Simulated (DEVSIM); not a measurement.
System: InP/In0.53Ga0.47As n-p heterojunction, at 300 K.

```tsv
layer (left to right)	material	thickness (μm)	Nd (cm⁻³)	Na (cm⁻³)	τn (s)	τp (s)
1	InP	0.120	2.8e17	-	1.2e-9	1.2e-9
2	In0.53Ga0.47As	0.0730	-	1e16	1.2e-9	1.2e-9
```

Left contact: ohmic. Right contact: ohmic. Voltage is applied to the left contact. Recombination: SRH at mid-gap, Auger. Mobility is constant in doping.

This is a model device: material constants are rounded textbook-type values typed into the input, and sizes, dopings and lifetimes were drawn at random. Values at 300 K.

| parameter | InP | In0.53Ga0.47As |
|---|---|---|
| gap (eV) | 1.344 | 0.74 |
| affinity (eV) | 4.38 | 4.51 |
| permittivity | 12.5 | 13.9 |
| Nc (cm⁻³) | 5.7e17 | 2.1e17 |
| Nv (cm⁻³) | 1.1e19 | 7.7e18 |
| μn (cm²/Vs) | 5200 | 12000 |
| μp (cm²/Vs) | 170 | 300 |
| Cn (cm⁶/s) | 9e-31 | 5e-29 |
| Cp (cm⁶/s) | 9e-31 | 5e-29 |

Simulated with DEVSIM: 1D drift-diffusion, Boltzmann statistics, complete ionisation; no tunnelling, impact ionisation, image-force lowering or self-heating. Band offsets follow the typed affinities; no thermionic-emission limit at abrupt steps, no polarisation charge.

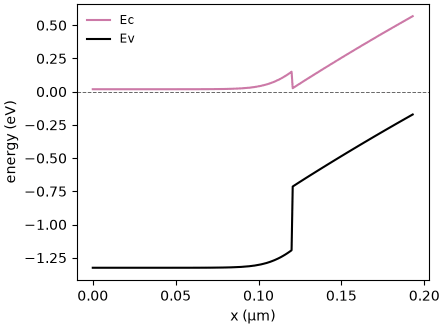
Fig. 1. Band edges at zero bias

Energies count from the Fermi level of the right contact; mesh points crowd at the junctions.

```
x (μm)    Ec (eV)  Ev (eV)  n (cm⁻³)  p (cm⁻³)  field (V/cm)
--------  -------  -------  --------  --------  ------------
0.000       0.018   -1.326    2.8e17     < 1e2           ≈ 0
0.002672    0.018   -1.326    2.8e17     < 1e2           ≈ 0
0.006708    0.018   -1.326    2.8e17     < 1e2           ≈ 0
0.01280     0.018   -1.326    2.8e17     < 1e2           ≈ 0
0.02525     0.018   -1.326    2.8e17     < 1e2           ≈ 0
0.04081     0.018   -1.326    2.8e17     < 1e2            19
0.06240     0.019   -1.325    2.8e17     < 1e2           280
0.08942     0.025   -1.319    2.2e17     < 1e2          7600
0.1015      0.044   -1.300    1.0e17     < 1e2         27000
0.1095      0.075   -1.269    3.1e16     < 1e2         52000
0.1148      0.108   -1.236    8.7e15     < 1e2         72000
0.1191      0.142   -1.202    2.3e15     < 1e2         89000
0.1213      0.032   -0.708    6.2e16   9700000         82000
0.1246      0.058   -0.682    2.2e16     2.7e7         80000
0.1317      0.114   -0.626    2.6e15     2.3e8         78000
0.1399      0.177   -0.563    2.2e14     2.7e9         77000
0.1519      0.269   -0.471    6.3e12    9.5e10         75000
0.1657      0.372   -0.368    1.2e11    5.1e12         74000
0.1785      0.465   -0.275     3.2e9    1.9e14         72000
0.1850      0.511   -0.229     5.4e8    1.1e15         71000
0.1893      0.542   -0.198     1.6e8    3.7e15         71000
0.1930      0.568   -0.172     6.0e7    1.0e16         71000
```
